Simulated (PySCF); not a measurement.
## Geometry relaxation, with input and output: GaH₃ (part 2 of 2)

The same run, continued: GaH₃; MP2/STO-3G, RHF (PySCF 2.14.0). The geometry comes from this level: GFN2-xTB.

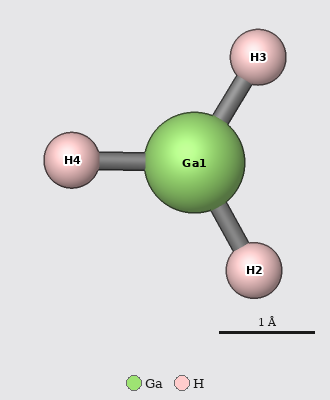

The geometry at step 5 of the log (ball-and-stick view, seen on its broad side; atoms are numbered from 1 in the order of the input).

**Log, continued**
```
Geometry optimization cycle 9
Cartesian coordinates (Angstrom)
 Atom        New coordinates             dX        dY        dZ
  Ga  -0.000056   0.000006   0.000018    0.000232  0.000323  0.000028
   H   1.299036  -0.024061   0.011443    0.000013 -0.000256 -0.000007
   H  -0.628551   1.137106  -0.015087   -0.000251 -0.000149 -0.000010
   H  -0.670429  -1.113051   0.003626    0.000006  0.000082 -0.000011
converged SCF energy = -1902.62504833996
E(RMP2_Scanner) = -1902.67639761079  E_corr = -0.0513492708276941
E(SCS-RMP2_Scanner) = -1902.68002417889  E_corr = -0.0549758389252041
--------------- RMP2_Scanner gradients ---------------
         x                y                z
0 Ga    -0.0000040168     0.0000053525     0.0000049559
1 H    -0.0000068041     0.0000011116    -0.0000017462
2 H     0.0000077348    -0.0000060448    -0.0000015599
3 H     0.0000030862    -0.0000004193    -0.0000016498
----------------------------------------------
cycle 9: E = -1902.67639761  dE = -4.15314e-08  norm(grad) = 1.52036e-05
Step    8 : Displace = 2.812e-04/3.982e-04 (rms/max) Trust = 8.777e-02 (+) Grad = 7.602e-06/9.940e-06 (rms/max) E (change) = -1902.6763976108 (-4.153e-08) Quality = 1.171
Hessian Eigenvalues: 5.00000e-02 5.00000e-02 5.00000e-02 ... 1.60253e-01 1.96723e-01 2.07671e-01

Geometry optimization cycle 10
Cartesian coordinates (Angstrom)
 Atom        New coordinates             dX        dY        dZ
  Ga  -0.000032   0.000026  -0.000011    0.000024  0.000019 -0.000029
   H   1.299075  -0.024097   0.011453    0.000039 -0.000036  0.000010
   H  -0.628607   1.137110  -0.015078   -0.000056  0.000005  0.000009
   H  -0.670435  -1.113039   0.003636   -0.000006  0.000012  0.000010
converged SCF energy = -1902.62504922014
E(RMP2_Scanner) = -1902.67639761535  E_corr = -0.051348395206899
E(SCS-RMP2_Scanner) = -1902.68002437085  E_corr = -0.0549751507134871
--------------- RMP2_Scanner gradients ---------------
         x                y                z
0 Ga    -0.0000032241     0.0000039218    -0.0000031656
1 H     0.0000036419    -0.0000013468     0.0000010781
2 H    -0.0000001369     0.0000022110     0.0000010151
3 H    -0.0000002809    -0.0000047859     0.0000010725
----------------------------------------------
cycle 10: E = -1902.67639762  dE = -4.55589e-09  norm(grad) = 9.06133e-06
Step    9 : Displace = 4.537e-05/5.713e-05 (rms/max) Trust = 1.241e-01 (+) Grad = 4.531e-06/5.983e-06 (rms/max) E (change) = -1902.6763976153 (-4.556e-09) Quality = 4.947
Hessian Eigenvalues: 5.00000e-02 5.00000e-02 5.00000e-02 ... 1.68011e-01 1.96722e-01 2.38226e-01

Geometry optimization cycle 11
Cartesian coordinates (Angstrom)
 Atom        New coordinates             dX        dY        dZ
  Ga  -0.000028   0.000020  -0.000001    0.000004 -0.000005  0.000010
   H   1.299071  -0.024093   0.011450   -0.000003  0.000004 -0.000003
   H  -0.628606   1.137101  -0.015081    0.000001 -0.000009 -0.000003
   H  -0.670437  -1.113028   0.003632   -0.000002  0.000011 -0.000003
converged SCF energy = -1902.62504893325
E(RMP2_Scanner) = -1902.67639761062  E_corr = -0.0513486773744852
E(SCS-RMP2_Scanner) = -1902.68002430525  E_corr = -0.0549753720051415
--------------- RMP2_Scanner gradients ---------------
         x                y                z
0 Ga    -0.0000030805     0.0000016860     0.0000001923
1 H     0.0000010124    -0.0000009431    -0.0000000609
2 H     0.0000007156     0.0000002654    -0.0000000739
3 H     0.0000013524    -0.0000010082    -0.0000000575
----------------------------------------------
cycle 11: E = -1902.67639761  dE = 4.72528e-09  norm(grad) = 4.20997e-06
```

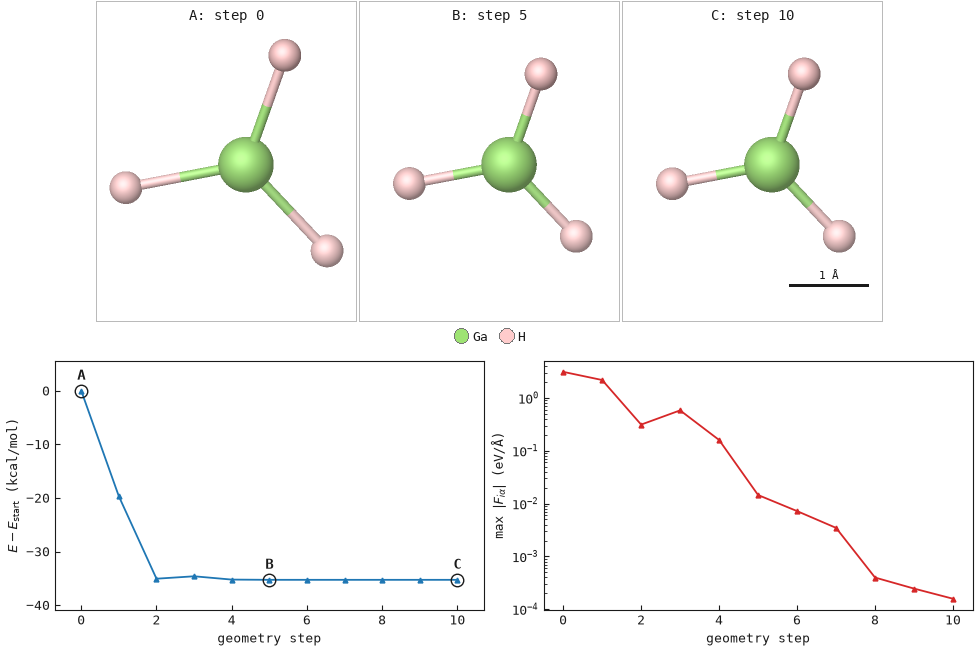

Frames of the relaxation (ball-and-stick view, seen at a tilt) above the curves, on which the letters mark them (steps are counted from 0).

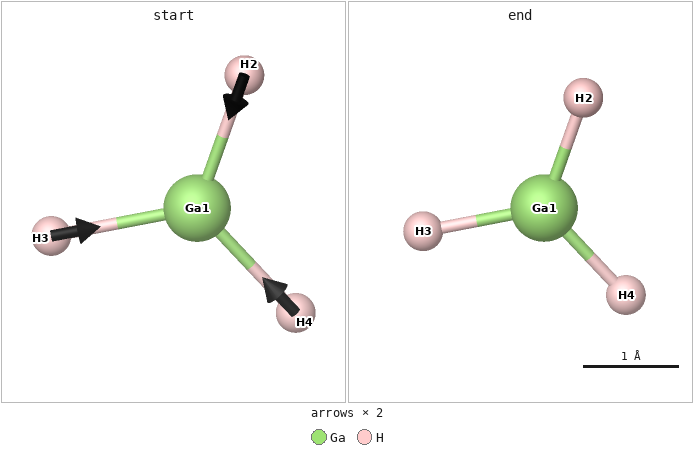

Before (left) and after (right) the relaxation, at one scale (ball-and-stick view, seen at a tilt). The black arrows give the displacements, magnified 2 times. Over 10 geometry steps the energy falls by 35.3 kcal/mol. The largest force component goes from 3.1 to 0.00016 eV/Å. The largest moves after the best rigid fit, 0.27 Å, are those of H2, H3 and H4. Ga stays in place. Among the contacts that change: Ga1–H2 1.567 → 1.299 Å. (Atoms are counted from 1 in the order of the input.)

```
Step   10 : Displace = 1.020e-05/1.221e-05 (rms/max) Trust = 1.755e-01 (+) Grad = 2.105e-06/3.517e-06 (rms/max) E (change) = -1902.6763976106 (+4.725e-09) Quality = -30.080
Hessian Eigenvalues: 5.00000e-02 5.00000e-02 5.00000e-02 ... 1.68011e-01 1.96722e-01 2.38226e-01
Converged! =D

converged: True
Ga         -0.00002849        0.00002014       -0.00000121
H           1.29907128       -0.02409312        0.01145004
H          -0.62860613        1.13710099       -0.01508112
H          -0.67043665       -1.11302802        0.00363229
converged SCF energy = -1902.62504893325
E(RMP2) = -1902.67639761118  E_corr = -0.0513486779258396
E(SCS-RMP2) = -1902.68002430571  E_corr = -0.0549753724605992
Final energy -1902.6763976111752
```

**Trajectory as extended XYZ (Å, eV, eV/Å), 11 frames, from step=0 to step=10**
```
4
Properties=species:S:1:pos:R:3:forces:R:3 step=0 energy=-51772.93237
Ga   -0.0002    0.0001    0.0013   -0.0069   0.0069   0.8007
H     1.5661   -0.0291    0.0134   -3.1172   0.0558  -0.2943
H    -0.7578    1.3710   -0.0186    1.5120  -2.7335  -0.2308
H    -0.8081   -1.3419    0.0040    1.6121   2.6708  -0.2757
4
Properties=species:S:1:pos:R:3:forces:R:3 step=1 energy=-51773.78674
Ga   -0.0024   -0.0023    0.0599   -0.0090  -0.0176  -0.1781
H     1.4617   -0.0225   -0.0071   -2.1824   0.0342   0.0396
H    -0.7028    1.2816   -0.0369    1.0497  -1.9135   0.0842
H    -0.7566   -1.2568   -0.0159    1.1417   1.8969   0.0542
4
Properties=species:S:1:pos:R:3:forces:R:3 step=2 energy=-51774.45332
Ga   -0.0029   -0.0041    0.0145    0.0145   0.0178  -0.2029
H     1.3126   -0.0193    0.0067   -0.3127  -0.0051   0.0647
H    -0.6305    1.1514   -0.0201    0.1398  -0.2780   0.0710
H    -0.6791   -1.1279   -0.0011    0.1584   0.2654   0.0672
4
Properties=species:S:1:pos:R:3:forces:R:3 step=3 energy=-51774.43362
Ga   -0.0019   -0.0038   -0.0425    0.0137   0.0335   0.5813
H     1.2792   -0.0196    0.0254    0.4282  -0.0210  -0.1896
H    -0.6156    1.1220   -0.0007   -0.2156   0.3666  -0.1985
H    -0.6617   -1.0985    0.0178   -0.2263  -0.3791  -0.1932
4
Properties=species:S:1:pos:R:3:forces:R:3 step=4 energy=-51774.46042
Ga   -0.0001   -0.0001   -0.0115    0.0141   0.0251   0.1599
H     1.2954   -0.0255    0.0153    0.0869   0.0046  -0.0527
H    -0.6281    1.1334   -0.0112   -0.0360   0.0784  -0.0544
H    -0.6672   -1.1078    0.0075   -0.0649  -0.1081  -0.0528
4
Properties=species:S:1:pos:R:3:forces:R:3 step=5 energy=-51774.46231
Ga   -0.0009   -0.0013   -0.0006   -0.0041  -0.0080   0.0090
H     1.2978   -0.0215    0.0116    0.0140  -0.0086  -0.0028
H    -0.6257    1.1373   -0.0148   -0.0145   0.0084  -0.0032
H    -0.6712   -1.1145    0.0039    0.0046   0.0082  -0.0030
4
Properties=species:S:1:pos:R:3:forces:R:3 step=6 energy=-51774.46235
Ga   -0.0004   -0.0005    0.0000    0.0051   0.0072  -0.0003
H     1.2990   -0.0237    0.0114   -0.0025  -0.0003   0.0001
H    -0.6282    1.1373   -0.0151    0.0005  -0.0023   0.0001
H    -0.6704   -1.1131    0.0036   -0.0031  -0.0046   0.0001
4
Properties=species:S:1:pos:R:3:forces:R:3 step=7 energy=-51774.46236
Ga   -0.0003   -0.0003    0.0000    0.0027   0.0035   0.0001
H     1.2990   -0.0238    0.0115   -0.0014  -0.0005  -0.0001
H    -0.6283    1.1373   -0.0151   -0.0001  -0.0014   0.0000
H    -0.6704   -1.1131    0.0036   -0.0013  -0.0016   0.0000
4
Properties=species:S:1:pos:R:3:forces:R:3 step=8 energy=-51774.46236
Ga   -0.0001    0.0000    0.0000    0.0002  -0.0003  -0.0003
H     1.2990   -0.0241    0.0114    0.0003  -0.0001   0.0001
H    -0.6286    1.1371   -0.0151   -0.0004   0.0003   0.0001
H    -0.6704   -1.1131    0.0036   -0.0002   0.0000   0.0001
4
Properties=species:S:1:pos:R:3:forces:R:3 step=9 energy=-51774.46236
Ga    0.0000    0.0000    0.0000    0.0002  -0.0002   0.0002
H     1.2991   -0.0241    0.0115   -0.0002   0.0001  -0.0001
H    -0.6286    1.1371   -0.0151    0.0000  -0.0001  -0.0001
H    -0.6704   -1.1130    0.0036    0.0000   0.0002  -0.0001
4
Properties=species:S:1:pos:R:3:forces:R:3 step=10 energy=-51774.46236
Ga    0.0000    0.0000    0.0000    0.0002  -0.0001   0.0000
H     1.2991   -0.0241    0.0115   -0.0001   0.0000   0.0000
H    -0.6286    1.1371   -0.0151    0.0000   0.0000   0.0000
H    -0.6704   -1.1130    0.0036   -0.0001   0.0001   0.0000
```

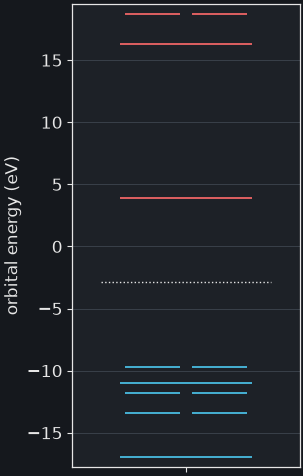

Orbital energies near the frontier (SCF reference); the dotted line parts filled from empty levels, and levels within 0.02 eV of each other stand side by side. Highest filled −9.68 eV, lowest empty 3.89 eV, 13.57 eV apart.

This output came from the following input.

**The input (calc.py)**
```python
from pyscf import gto, scf, mp
from pyscf.geomopt.geometric_solver import kernel as optimise

mol = gto.Mole()
mol.atom = [
    ('Ga', (-0.000160, 0.000060, 0.001280)),
    ('H', (1.566090, -0.029140, 0.013370)),
    ('H', (-0.757820, 1.371010, -0.018620)),
    ('H', (-0.808110, -1.341930, 0.003970)),
]
mol.verbose = 3
mol.charge = 0
mol.spin = 0
mol.basis = 'sto-3g'
mol.max_memory = 1860
mol.build()

mf = scf.RHF(mol)
mf.conv_tol = 1e-10
mf.kernel()
if not mf.converged:
    mf = mf.newton().run(mf.mo_coeff, mf.mo_occ)
pt = mp.MP2(mf, frozen=9).run()
converged, mol_eq = optimise(pt, maxsteps=60, convergence_set='GAU_TIGHT')
print('converged:', converged)
print(mol_eq.tostring())

mf.reset(mol_eq)
mol = mol_eq
mf.kernel()
if not mf.converged:
    mf = mf.newton().run(mf.mo_coeff, mf.mo_occ)
pt = mp.MP2(mf, frozen=9).run()
etot = pt.e_tot
print('Final energy', etot)
```

Launch command:
```bash
OMP_NUM_THREADS=1 python calc.py
```

**Results in brief**

```tsv
quantity	value
outcome	converged
total energy	−1902.676398 hartree
SCF energy	−1902.625049 hartree
correlation energy	−0.051349 hartree
basis functions	21
HOMO of the SCF reference	−9.68 eV
LUMO of the SCF reference	3.89 eV
hardware	1 thread of Arm Neoverse V1, 24 GiB of memory available, shared host
wall time	4.2 s
peak memory	0.14 GiB
```
